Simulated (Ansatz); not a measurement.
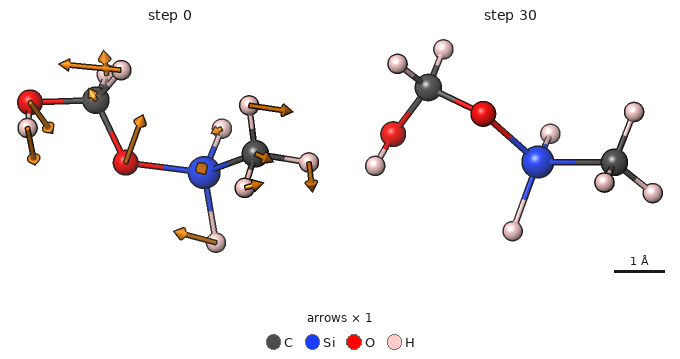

The structure of C$_{2}$H$_{8}$O$_{2}$Si (coarse preliminary run) before (left) and after (right) a relaxation, at one scale. The orange arrows give the displacements, at their true length.

The picture is a ball-and-stick view, seen from a free direction.

The start comes from a force field.

All numbers below come from RKS PBE-D4/def2-SVP in Ansatz. Set-up: force threshold 0.03 eV/Å; at most 200 steps.

**Summarise the run.**

The energy falls by 0.467 eV in 29 accepted moves (30 points after the start). The largest force component goes from 3 to 0.03 eV/Å. The line search rejected the trial step at point 21 of the run. The largest move after the best rigid fit is that of an O atom, 1.36 Å. By element the largest moves are O 1.36 Å, H 1.31 Å, C 0.45 Å, Si 0.41 Å. Among the contacts that change: C–H 1.037 → 1.108 Å, O–Si 1.642 → 1.700 Å, C–O 1.354 → 1.403 Å, H–Si 1.461 → 1.508 Å. Among the angles between lasting bonds that change: C–O–H 100.2° → 107.3°, C–Si–O 111.5° → 105.9°, Si–C–H 106.4° → 110.4°. Groups turn about C–O by about 125°, O–Si by about 85°.
